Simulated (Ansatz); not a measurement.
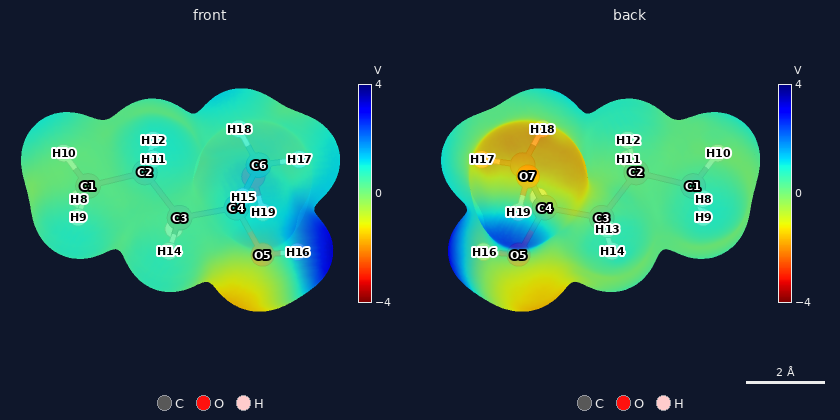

The picture shows: C5H12O2 (SMILES CCCC(O)CO). The electrostatic potential painted on the density surface at 0.004 e/bohr³, seen from the front and from behind; the colour scale runs from red (negative) to blue (positive).

Geometry: PBE0-D4/def2-TZVP.

Computed with Ansatz, RKS PBE0-D4/def2-TZVPP.

| atom | x (Å) | y (Å) | z (Å) |
| --- | --- | --- | --- |
| C | 2.3772 | -1.0529 | -0.7498 |
| C | 1.2217 | -0.6635 | 0.1561 |
| C | 0.3429 | 0.4104 | -0.4627 |
| C | -0.7458 | 0.9266 | 0.4562 |
| O | -1.4151 | 1.9668 | -0.2538 |
| C | -1.7665 | -0.1249 | 0.8598 |
| O | -2.4294 | -0.6662 | -0.2544 |
| H | 2.0121 | -1.4322 | -1.7081 |
| H | 3.0208 | -0.1941 | -0.9593 |
| H | 2.9960 | -1.8313 | -0.2980 |
| H | 1.6129 | -0.3104 | 1.1180 |
| H | 0.6215 | -1.5520 | 0.3753 |
| H | -0.1231 | 0.0270 | -1.3757 |
| H | 0.9563 | 1.2672 | -0.7592 |
| H | -0.2837 | 1.3287 | 1.3705 |
| H | -1.9806 | 2.4406 | 0.3625 |
| H | -2.4840 | 0.3324 | 1.5610 |
| H | -1.2835 | -0.9507 | 1.3874 |
| H | -2.6496 | 0.0787 | -0.8257 |

Describe the electrostatic potential map.

Answer. The most negative region (about −1.9 V, or −44 kcal/mol for a unit charge) lies over O7, the most positive (about +3.2 V, or +74 kcal/mol for a unit charge) over H16. O7 is the likeliest acceptor of a hydrogen bond.
